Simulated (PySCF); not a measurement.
# Geometry relaxation of CH6Si2

CH6Si2, SMILES [SiH3][C][SiH3], computed with PBE0-D3(BJ)/def2-SVP geometry optimisation, gas phase (PySCF 2.14.0).

The run did not end well.

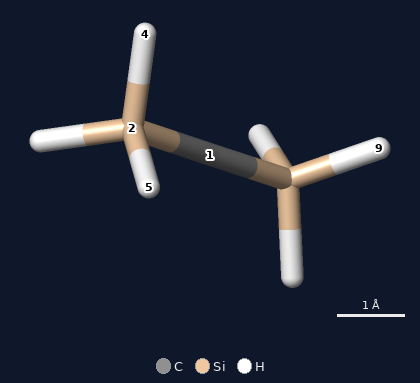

*The input geometry (stick view, seen at a tilt; atoms are numbered from 1 in the order of the input).*

Bond lengths as drawn: C–Si 1.78 to 1.85 Å and H–Si 1.46 to 1.49 Å.

Input
```
{"job": {"xc": "PBE0", "basis": "def2-SVP", "d3": "d3bj", "grid": 2, "kind": "geom", "shake": 0.01}, "charge": 0, "multiplicity": 1}
C      0.019274    -0.023532     0.005102
Si    -1.486248     0.102969    -1.066897
Si     1.458903    -0.108197     1.056520
H     -1.204812     1.064183    -2.158614
H     -2.632527     0.552691    -0.279363
H     -1.776417    -1.209629    -1.637599
H      1.156268    -0.811953     2.311117
H      2.551762    -0.840463     0.358235
H      1.958045     1.250785     1.402949
```

The first line tells a small driver script what to run in PySCF; the rest is the geometry in Å.

Machine: 1 CPU thread, shared host.

Launched with:
```bash
OMP_NUM_THREADS=1 python <driver script> task.json out
```

The program's output
```
step   0  E = -620.00239060  max force = 0.025652
step   1  E = -620.01073061  max force = 0.010509
step   2  E = -620.01257329  max force = 0.006746
step   3  E = -620.01474177  max force = 0.005115
step   4  E = -620.01514420  max force = 0.002763
step   5  E = -620.01550200  max force = 0.001825
step   6  E = -620.01558230  max force = 0.001638
step   7  E = -620.01568752  max force = 0.000982
step   8  E = -620.01572373  max force = 0.001081
step   9  E = -620.01579052  max force = 0.001321
step  10  E = -620.01589772  max force = 0.001607
step  11  E = -620.01574857  max force = 0.008066
step  12  E = -620.01636277  max force = 0.003794
step  13  E = -620.01668725  max force = 0.003820
step  14  E = -620.01743345  max force = 0.003104
step  15  E = -620.01802637  max force = 0.003887
step  16  E = -620.01857241  max force = 0.002739
step  17  E = -620.01947598  max force = 0.004752
step  18  E = -620.02398458  max force = 0.023306
step  19  E = -620.03657635  max force = 0.023166
step  20  E = -619.62917528  max force = 1.169109
step  21  E = -620.03444548  max force = 0.087970
step  22  E = -620.04865895  max force = 0.022820
step  23  E = -620.05428089  max force = 0.026656
step  24  E = -620.06517081  max force = 0.022263
step  25  E = -620.08257054  max force = 0.048109
step  26  E = -620.09354864  max force = 0.045845
step  27  E = -620.10538267  max force = 0.052512
step  28  E = -620.12158712  max force = 0.020262
step  29  E = -620.12456690  max force = 0.017356
step  30  E = -620.12736505  max force = 0.013617
step  31  E = -620.09614374  max force = 0.117945
step  32  E = -620.12342999  max force = 0.042537
step  33  E = -620.12665588  max force = 0.027560
step  34  E = -620.13014996  max force = 0.007010
step  35  E = -620.13072951  max force = 0.004549
step  36  E = -620.13110285  max force = 0.002786
step  37  E = -620.13153152  max force = 0.003159
step  38  E = -620.13166259  max force = 0.002445
step  39  E = -620.13179435  max force = 0.002413
step  40  E = -620.13189041  max force = 0.001756
step  41  E = -620.13195747  max force = 0.001362
step  42  E = -620.13199533  max force = 0.001117
step  43  E = -620.13202792  max force = 0.000760
step  44  E = -620.13204689  max force = 0.000816
step  45  E = -620.13205802  max force = 0.000558
optimisation not converged
```

Trajectory as extended XYZ (Å, eV, eV/Å), 12 of the 46 frames kept, from step=0 to step=45
```
9
Properties=species:S:1:pos:R:3:forces:R:3 step=0 energy=-16871.12438
C     0.0193   -0.0235    0.0051   -1.3191   0.1976  -0.5512
Si   -1.4863    0.1030   -1.0669    1.2938  -0.3729   0.8005
Si    1.4589   -0.1082    1.0565    0.7023   0.4554  -0.5534
H    -1.2048    1.0642   -2.1586    0.2355   0.2366  -0.1316
H    -2.6325    0.5527   -0.2794   -0.6020   0.2614   0.3077
H    -1.7764   -1.2096   -1.6376   -0.4316  -0.5315  -0.4731
H     1.1563   -0.8119    2.3111   -0.4500  -0.3154   0.3407
H     2.5518   -0.8405    0.3582    0.3378  -0.1064   0.0767
H     1.9581    1.2508    1.4029    0.2334   0.1752   0.1835
9
Properties=species:S:1:pos:R:3:forces:R:3 step=4 energy=-16871.47143
C     0.0137    0.0071   -0.0137    0.0403  -0.0112   0.1421
Si   -1.5214   -0.0298   -0.9077   -0.0951  -0.0246  -0.0842
Si    1.5465    0.0002    0.8980   -0.0576   0.0624  -0.0712
H    -0.9105    0.9563   -1.8865    0.0339  -0.0168  -0.0063
H    -2.7410    0.5674   -0.2710    0.0495   0.0009  -0.0121
H    -1.9408   -1.2648   -1.6501    0.0028   0.0197   0.0450
H     0.8389   -0.7876    1.9842   -0.0092  -0.0198  -0.0278
H     2.7238   -0.7813    0.4026    0.0155   0.0166  -0.0153
H     2.0351    1.3093    1.4357    0.0198  -0.0272   0.0299
9
Properties=species:S:1:pos:R:3:forces:R:3 step=8 energy=-16871.48720
C    -0.0248    0.0786    0.0548   -0.0010   0.0556  -0.0029
Si   -1.5305   -0.0376   -0.8762   -0.0118  -0.0330   0.0052
Si    1.5449    0.0365    0.8724   -0.0046  -0.0274   0.0111
H    -0.8171    0.8691   -1.8667   -0.0099   0.0101  -0.0035
H    -2.7672    0.6260   -0.3551    0.0102  -0.0090  -0.0090
H    -1.9280   -1.3189   -1.5438    0.0056   0.0079   0.0022
H     0.7980   -0.8350    1.8757    0.0129   0.0076  -0.0061
H     2.7043   -0.7123    0.2902   -0.0031  -0.0070   0.0066
H     2.0647    1.2706    1.5402    0.0017  -0.0049  -0.0037
9
Properties=species:S:1:pos:R:3:forces:R:3 step=12 energy=-16871.50459
C    -0.0981    0.4154    0.2082   -0.0291   0.0870   0.1951
Si   -1.4842    0.0004   -0.8587    0.0064   0.0040  -0.1457
Si    1.5170    0.0489    0.8774   -0.0030   0.0000  -0.1345
H    -0.9222    0.8469   -1.9810    0.0389  -0.0132   0.0034
H    -2.8277    0.5577   -0.5134    0.0094  -0.0462   0.1033
H    -1.6646   -1.4166   -1.3135    0.0064   0.0021  -0.0414
H     0.7730   -0.8655    1.8356   -0.0515  -0.0141   0.0115
H     2.5261   -0.7137    0.0736    0.0180  -0.0556   0.0561
H     2.2248    1.1034    1.6633    0.0046   0.0360  -0.0477
9
Properties=species:S:1:pos:R:3:forces:R:3 step=16 energy=-16871.56471
C    -0.1539    0.6344    0.3231    0.0661  -0.0599   0.0485
Si   -1.4253    0.0109   -0.8339    0.1408  -0.0231   0.0141
Si    1.4771    0.0636    0.8240   -0.0896   0.0027  -0.0641
H    -0.9620    0.9049   -1.9604   -0.0402   0.0441   0.0390
H    -2.8260    0.3494   -0.4442   -0.0026  -0.0230  -0.0252
H    -1.3790   -1.4074   -1.3227   -0.0248  -0.0029   0.0145
H     0.6477   -0.7243    1.8346   -0.0935   0.0589   0.0085
H     2.3179   -0.9064    0.0474    0.0166   0.0265  -0.0070
H     2.3478    1.0519    1.5236    0.0271  -0.0233  -0.0282
9
Properties=species:S:1:pos:R:3:forces:R:3 step=20 energy=-16860.96868
C     0.0254    0.4603    0.4666    8.9915  45.1756 -60.1180
Si   -1.3093    0.0692   -0.8346    1.1685   0.1512   1.4735
Si    1.6129    0.0153    0.7683    1.4701   1.2428  -1.0871
H    -1.3724    1.0525   -1.9594    0.0069  -0.0556   0.0488
H    -2.5990    0.0013   -0.0783   -0.1150   0.1811  -0.1279
H    -1.1606   -1.3288   -1.3819    0.0332   0.1432  -0.2241
H    -0.0495    0.0755    0.9609  -11.7381 -46.3746  59.6267
H     2.3177   -1.3005    0.5876   -0.0340  -0.2697   0.3779
H     2.5790    0.9321    1.4622    0.2170  -0.1940   0.0301
9
Properties=species:S:1:pos:R:3:forces:R:3 step=25 energy=-16873.30619
C     0.0486    0.2842    0.3622    1.3912  -0.3748  -0.5417
Si   -1.2866    0.0147   -0.7513   -1.2431  -0.9599  -1.7774
Si    1.7048    0.0538    0.6192    1.3405  -1.2553   0.2071
H    -1.3625    1.0643   -1.8099   -0.0532   0.2265  -0.0019
H    -2.6106   -0.0476   -0.0519    0.1140   0.1377   0.1305
H    -1.2151   -1.2631   -1.5499    0.0419  -0.0008   0.0320
H    -0.3449    0.3164    1.3258   -0.9471   1.5045   2.4739
H     2.4576   -1.2424    0.3203   -0.0712   0.7156  -0.7246
H     2.6529    0.7965    1.5269   -0.5730   0.0065   0.2024
9
Properties=species:S:1:pos:R:3:forces:R:3 step=29 energy=-16874.44897
C     0.0005    0.2827    0.6411   -0.8925  -0.0189  -0.0198
Si   -1.2379   -0.0289   -0.7275    0.1484   0.0596   0.2281
Si    1.6607   -0.0611    0.6082    0.3859  -0.6494   0.0485
H    -1.2420    1.1245   -1.6891   -0.0607  -0.0289   0.0351
H    -2.6200   -0.1517   -0.1655    0.0253  -0.0202   0.0021
H    -0.9444   -1.2531   -1.5366    0.0981  -0.0229   0.0569
H    -0.3986    0.8058    1.5225    0.1181   0.3944  -0.2434
H     2.1484   -1.2029   -0.2131    0.1721   0.2886  -0.2794
H     2.6775    0.4615    1.5515    0.0052  -0.0023   0.1717
9
Properties=species:S:1:pos:R:3:forces:R:3 step=33 energy=-16874.50581
C    -0.1017    0.3835    0.7289    1.4172  -0.6383  -0.4350
Si   -1.1928   -0.0083   -0.7300   -0.2791   0.4826   0.7453
Si    1.5453   -0.1672    0.6158   -0.6113   0.1107   0.1906
H    -1.2414    1.1446   -1.6812    0.0247  -0.0495  -0.1564
H    -2.5959   -0.2021   -0.2547   -0.0906  -0.1900  -0.1164
H    -0.6802   -1.2295   -1.4176    0.0135   0.0188  -0.0612
H    -0.2866    0.9966    1.6119   -0.4748   0.2743  -0.0888
H     1.9529   -1.1208   -0.4437    0.0908   0.0182  -0.1023
H     2.6446    0.1801    1.5620   -0.0904  -0.0267   0.0241
9
Properties=species:S:1:pos:R:3:forces:R:3 step=37 energy=-16874.63849
C     0.0093    0.4228    0.5922    0.0495   0.0066  -0.0741
Si   -1.2220    0.0322   -0.7367    0.0518  -0.1625  -0.0497
Si    1.5831   -0.2440    0.7057   -0.0490   0.0584  -0.0621
H    -1.3780    1.1355   -1.7417   -0.0114   0.0273   0.0833
H    -2.5759   -0.2614   -0.1703   -0.0155   0.0492   0.0269
H    -0.7806   -1.1875   -1.4875    0.0404   0.0347  -0.0006
H    -0.2677    1.1600    1.3544   -0.0289   0.0391   0.0370
H     2.1139   -1.2171   -0.2825   -0.0258  -0.0443   0.0082
H     2.5621    0.1363    1.7577   -0.0111  -0.0086   0.0312
9
Properties=species:S:1:pos:R:3:forces:R:3 step=41 energy=-16874.65008
C     0.0386    0.4712    0.5347    0.0604   0.0007   0.0322
Si   -1.2114    0.0260   -0.7547    0.0023   0.0605   0.0458
Si    1.5734   -0.2630    0.7244   -0.0700   0.0125  -0.0448
H    -1.4888    1.1702   -1.6827    0.0100  -0.0146  -0.0100
H    -2.5204   -0.3423   -0.1259   -0.0017  -0.0388  -0.0235
H    -0.7146   -1.1315   -1.5621   -0.0062  -0.0013  -0.0067
H    -0.2178    1.2635    1.2496   -0.0282   0.0067  -0.0014
H     2.0529   -1.3330   -0.1877    0.0157  -0.0197   0.0228
H     2.5323    0.1158    1.7960    0.0177  -0.0059  -0.0144
9
Properties=species:S:1:pos:R:3:forces:R:3 step=45 energy=-16874.65281
C     0.0399    0.4903    0.5425   -0.0257   0.0142  -0.0048
Si   -1.2084    0.0356   -0.7456    0.0090  -0.0047  -0.0042
Si    1.5612   -0.2697    0.7212    0.0287  -0.0272   0.0080
H    -1.5253    1.1897   -1.6470   -0.0018   0.0012   0.0006
H    -2.5025   -0.4126   -0.1377    0.0006   0.0035   0.0036
H    -0.6731   -1.0825   -1.5850    0.0015   0.0007   0.0010
H    -0.2043    1.3019    1.2394   -0.0048   0.0022   0.0028
H     2.0038   -1.3803   -0.1610   -0.0062   0.0031  -0.0053
H     2.5528    0.1046    1.7648   -0.0014   0.0070  -0.0016
```

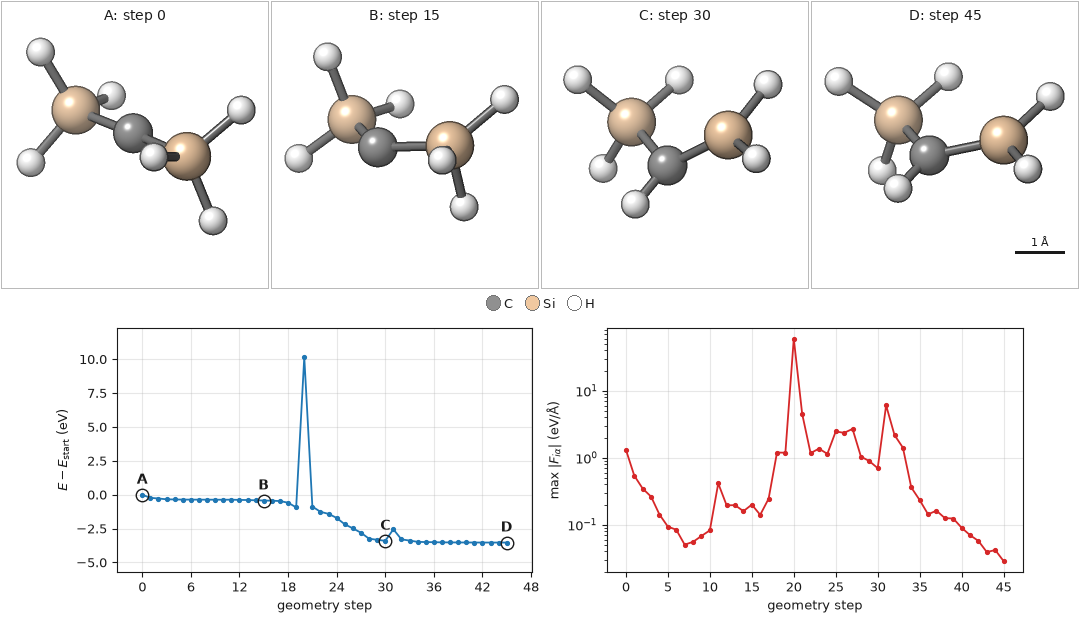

*Frames of the relaxation (ball-and-stick view, seen at a tilt) above the curves, on which the letters mark them (steps are counted from 0).*

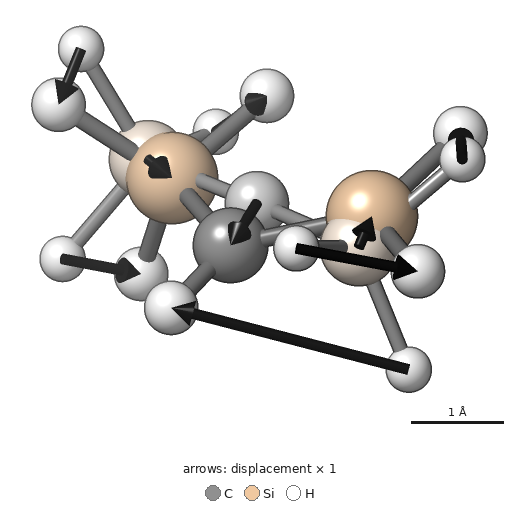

*Start (faint) and end (solid) with the displacements as black arrows, at true length (ball-and-stick view, seen at a tilt). The two geometries are laid on each other by the best rigid fit.*

The relaxation stopped without meeting its thresholds, so the last structure isn't shown to be converged. Over 45 geometry steps the energy falls by 3.528 eV. Largest force component: 1.3 eV/Å at the start, 0.029 eV/Å at the end. The atom that moves furthest after the best rigid fit is H7 (2.69 Å). Largest moves by element: H 2.69 Å, C 0.74 Å, Si 0.43 Å. Distances before and after: C1–H7 2.689 → 1.097 Å, Si3–H7 1.470 → 2.420 Å, C1–Si3 1.785 → 1.710 Å, Si2–H5 1.462 → 1.498 Å. New bonds form: C1–H7 (2.69 → 1.10 Å). Bonds break: Si3–H7 (1.47 → 2.42 Å). Among the angles that change: Si2–C1–Si3 178.6° → 124.3°, C1–Si3–H8 109.8° → 122.4°, C1–Si3–H9 111.4° → 123.7°. (Atoms are counted from 1 in the order of the input.)

What the run reported

```csv
quantity,value
outcome,not converged
total energy,−620.132058 hartree
dipole moment,1.68 D
point group,Cs
wall time,3.9 min
peak memory,0.43 GiB
```

Diagnosis

The run did not converge. At least one of its steps failed, so the values that rest on that step are not results.
